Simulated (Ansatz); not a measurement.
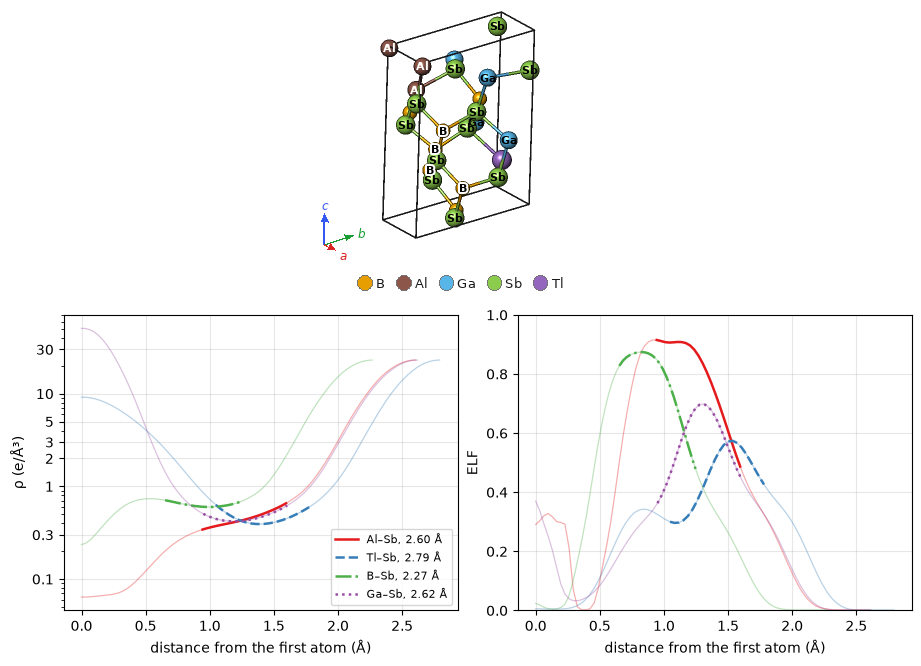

Figure 1: Al2TlGa2B5Sb10. Valence charge density (pseudo) and ELF along straight lines between neighbouring atoms. Thin, pale parts lie inside the atomic spheres. The structure is drawn too.

Space group P1; a generated structure, not necessarily the stable one.

Level of theory: DFT PBE, scalar-relativistic, plane waves, PAW in Ansatz.

In a PAW calculation such maps are meaningful between the atoms, not at the nuclei.

**What can be read from the curves?**

Al–Sb (2.60 Å): ρ at the midpoint is about 0.45 e/Å³; the ELF is about 0.85 at the midpoint.
Tl–Sb (2.79 Å): the density is about 0.39 e/Å³ at the midpoint; the ELF is about 0.50 at the midpoint.
B–Sb (2.27 Å): ρ at the midpoint is about 0.62 e/Å³; the ELF peaks at about 0.85 in the valence shell of B, 0.8 Å from its nucleus, and is about 0.65 at the midpoint.
Ga–Sb (2.62 Å): ρ at the midpoint is about 0.44 e/Å³; the ELF peaks at about 0.70 between the atoms.
